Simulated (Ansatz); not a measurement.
F4Ge (GeF4) (charge +1, doublet)

The calculation's input:

```
crystal:
  periodic: [false, false, false]
  atoms:
    - {symbol: Ge, position_ang: [-0.107601, 0.187519, 0.157990]}
    - {symbol: F, position_ang: [-0.034654, -0.004767, 1.814976]}
    - {symbol: F, position_ang: [1.390176, -0.341718, -0.698887]}
    - {symbol: F, position_ang: [-0.841245, 1.513944, -0.542229]}
    - {symbol: F, position_ang: [-0.406687, -1.354978, -0.731860]}
basis:
  gaussian: {orbitals: def2-TZVP, initial_orbitals: start.molden}
total_charge: 1
magnetization: {spin_polarized: true, initial_magnetization: 1}
hamiltonian: {xc: pbe0, dispersion: d4}
scf: {omitted_lower_state_checks: [starts]}
output: {orbitals: {seedname: orbitals}}
```

Run with:

```sh
ansatz run in.yaml --threads 4 --pin off --events-out ev --progress --plain --max-ram 3916MiB
```

Geometry: B3LYP-D4/def2-SVP.

The calculation used Ansatz 0.2.0, UKS PBE0-D4/def2-TZVP.

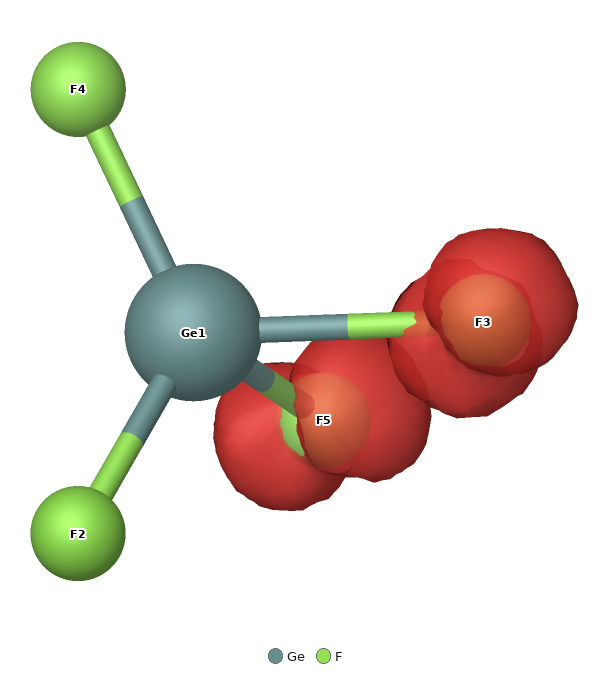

Figure 1. Isosurface of the spin density (α minus β) at +0.15 e/Å³ (red), seen at a tilt.

Q: Where is the unpaired spin?

A: The unpaired spin (1 electron) lies mostly on F3 (about 0.5) and F5 (about 0.5), in electrons by Hirshfeld's partition.

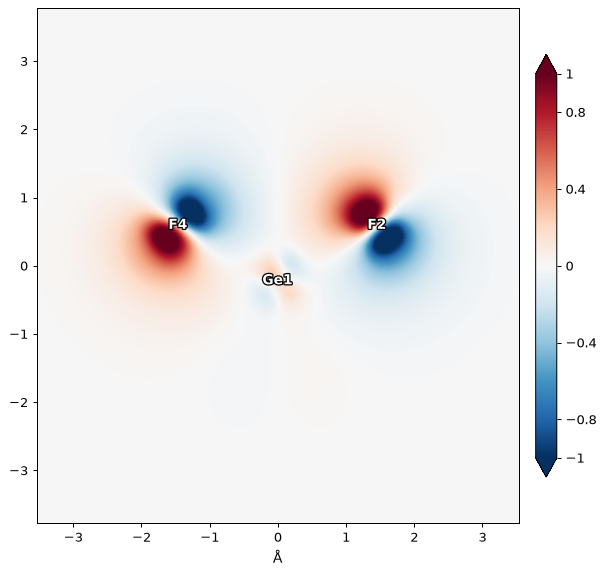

Figure 2. One frontier orbital on the plane of atoms F2, Ge1 and F4 (values in Å⁻³ᐟ²; the overall sign is arbitrary).

Q: Which orbital is it: HOMO (β) or LUMO (β)?

A: The HOMO (β), at −19.63 eV. It lies mainly on F2 (about 45 %) and F4 (about 45 %); largely a combination of lone pairs on F2 and F4.

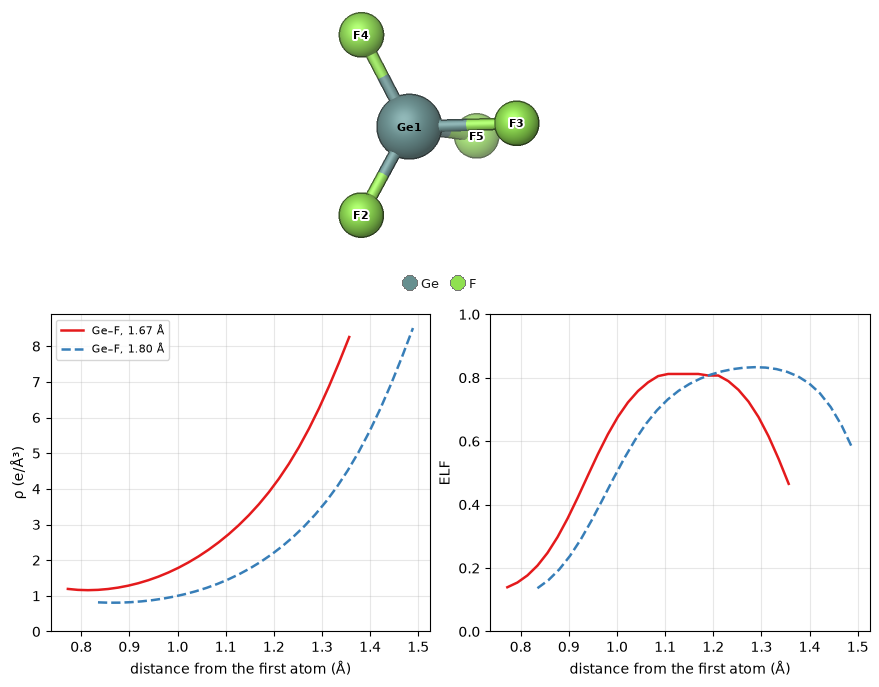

Figure 3. Total electron density and ELF along straight lines between neighbouring atoms. The curves leave out the atomic cores. The structure is drawn too.

Q: What can be read from the curves?

A: Ge–F (1.67 Å): ρ at the midpoint is about 1.2 e/Å³; the ELF peaks at about 0.80 in the valence shell of F, 0.6 Å from its nucleus, and is about 0.20 at the midpoint.
Ge–F (1.80 Å): the density is about 0.82 e/Å³ at the midpoint; the ELF peaks at about 0.85 in the valence shell of F, 0.5 Å from its nucleus, and is about 0.25 at the midpoint.

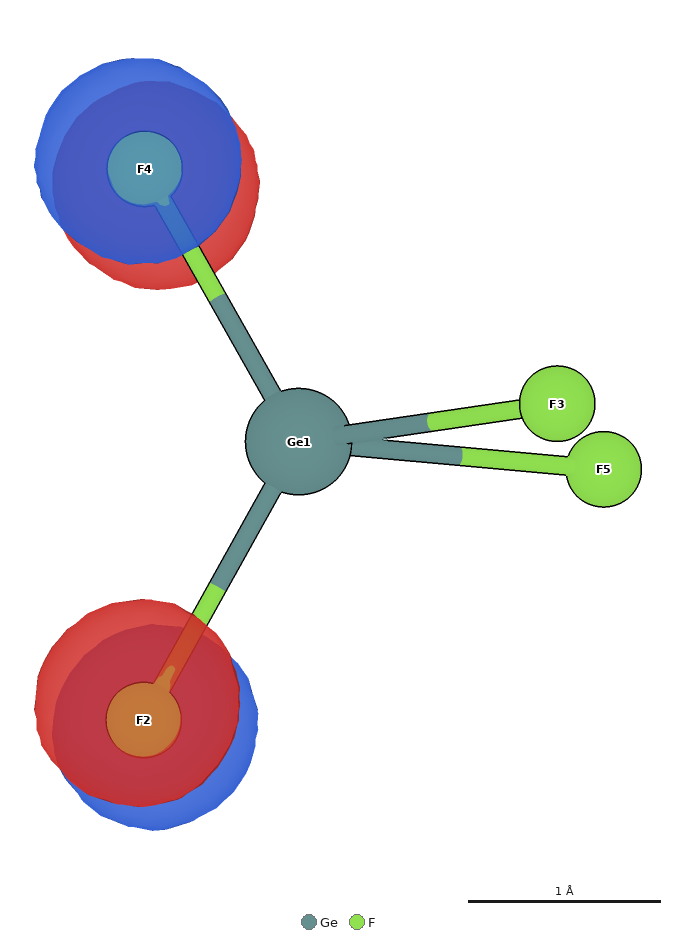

Figure 4. The HOMO−1 (α) at ±0.3 Å⁻³ᐟ² (red and blue are the two phases), seen at a tilt.

Q: What is the character of this orbital?

A: It lies mainly on F2 (about 45 %) and F4 (about 45 %); largely a combination of lone pairs on F2 and F4. Its energy is −19.75 eV.
